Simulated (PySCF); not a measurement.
## Electronic structure of RuCl (quartet) in real space

```xyz
2

Ru    0.0000    0.0000   -0.5669
Cl    0.0000    0.0000    1.6521
```

Core potentials replace the inner electrons of Ru.

Theory: PBE0/def2-TZVPP, non-relativistic Hamiltonian with scalar-relativistic core potentials where named, at a bond length of 2.219 Å in PySCF 2.14.0.

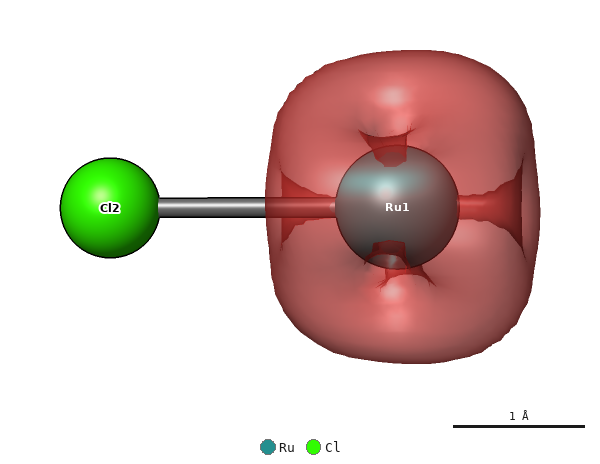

Figure 1. Isosurface of the spin density at +0.1 e/Å³ (red), seen from one side.

**Which atoms carry the spin?**

The unpaired spin (3 electrons) lies mostly on Ru1 (about 2.8) and Cl2 (about 0.2), in electrons by Hirshfeld's partition.

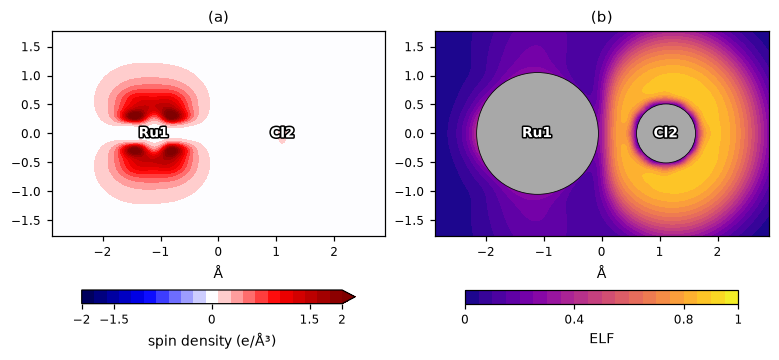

Figure 2. (a) spin density (α minus β); (b) electron localisation function on a plane that holds the molecular axis. Grey discs cover the atomic cores in the ELF map.

**Read the bonding off the picture.**

The section cuts through Ru and Cl sites. Ru–Cl (2.22 Å): the ELF peaks at about 0.80 in the valence shell of Cl, 0.8 Å from its nucleus, and is about 0.35 at the midpoint.

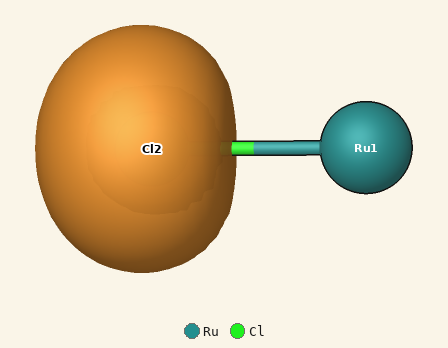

Figure 3. Isosurface of the electron localisation function at 0.75 (orange), seen from one side. Core shells and regions of very low density are left out.

**Identify the bonds, lone pairs and shells in this picture.**

At this value the surface marks out one region wrapped around Cl (its valence shell).


Ru–Cl (2.22 Å): the ELF peaks at about 0.80 in the valence shell of Cl, 0.8 Å from its nucleus, and is about 0.35 at the midpoint.

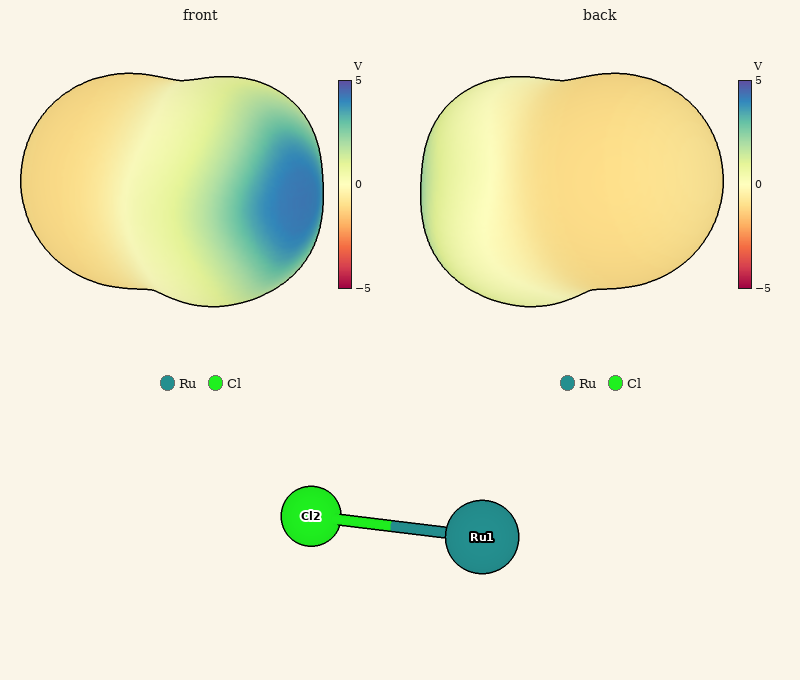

Figure 4. The electrostatic potential painted on the density surface at 0.002 e/bohr³, seen from the front and from behind; red is negative and blue positive. The bare structure is drawn below in the same view.

**Where is the surface potential most negative and most positive?**

The most negative region (about −1.0 V) lies over Cl2, the most positive (about +4.2 V) over Ru1.
